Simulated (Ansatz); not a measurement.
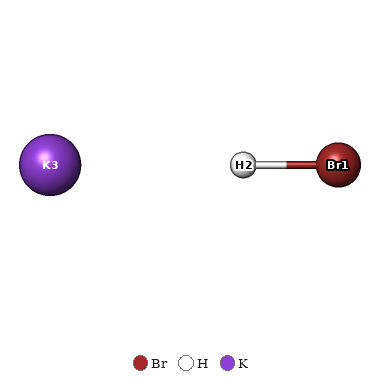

The system is Br + HK, spin multiplicity 2; the picture shows the reference structure. 
- The first coordinate is: distance Br1–H2; the second: distance H2–K3.
- Nothing is relaxed (the angle Br1–H2–K3 is fixed at 180 degrees).
- The scan uses a 17 × 17 grid.
- Points are written as (first, second).
- Energies are in kcal/mol, from Br far from the relaxed HK (each part in its own basis).
- Level of theory: Ansatz 0.2.0, UKS PBE0-D4/def2-SVPD.

Its coordinates:

```xyz
3

Br   -1.4800    0.0000    0.0000
H     0.0000    0.0000    0.0000
K     3.0080    0.0000    0.0000
```

Range: distance Br1–H2 from 1.208 to 3.608 Å; distance H2–K3 from 1.872 to 4.272 Å.

What landscape does the calculation give?

Answer. The lowest grid point is at (1.480 Å, 3.008 Å), −57.2 kcal/mol from Br far from the relaxed HK (each part in its own basis). It is the only kind of minimum in the scanned range. The highest grid point, (3.608 Å, 4.272 Å), lies 62.6 kcal/mol above the lowest.

| distance H2–K3 ↓, distance Br1–H2 → | 1.273 | 1.480 | 1.737 | 2.027 | 2.344 | 2.683 | 3.040 | 3.415 |
| --- | --- | --- | --- | --- | --- | --- | --- | --- |
| 4.079 | −46.5 | −55.7 | −42.9 | −27.2 | −15.5 | −7.3 | −1.6 | 2.3 |
| 3.704 | −46.7 | −56.4 | −45.2 | −31.2 | −20.4 | −12.5 | −6.5 | −2.0 |
| 3.347 | −46.6 | −57.0 | −47.7 | −35.7 | −25.9 | −18.1 | −11.9 | −7.1 |
| 3.008 | −45.9 | −57.2 | −50.0 | −40.1 | −31.4 | −23.7 | −17.4 | −12.4 |
| 2.691 | −43.2 | −55.6 | −50.9 | −43.1 | −35.4 | −28.0 | −21.6 | −16.6 |
| 2.401 | −40.3 | −53.1 | −50.5 | −44.8 | −38.0 | −30.7 | −24.3 | −19.2 |
| 2.144 | −35.5 | −48.3 | −47.2 | −43.2 | −37.2 | −30.1 | −23.6 | −18.4 |
| 1.937 | −28.4 | −40.9 | −40.1 | −37.3 | −31.8 | −24.8 | −18.2 | −12.9 |

The table holds every second grid line.

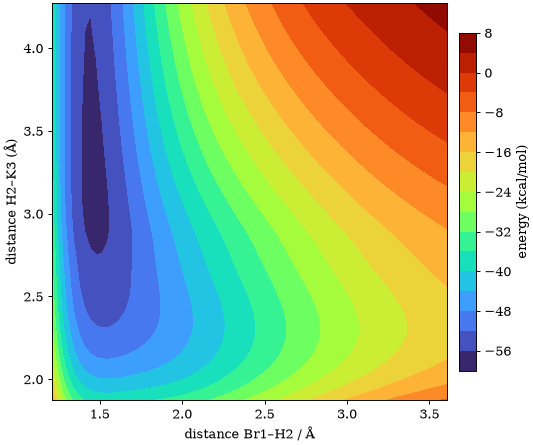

In the figure: filled contours. Between grid points the surface is interpolated.

The whole map (289 points run) took 42 min on 1 thread of Arm Neoverse V1, on a shared host.
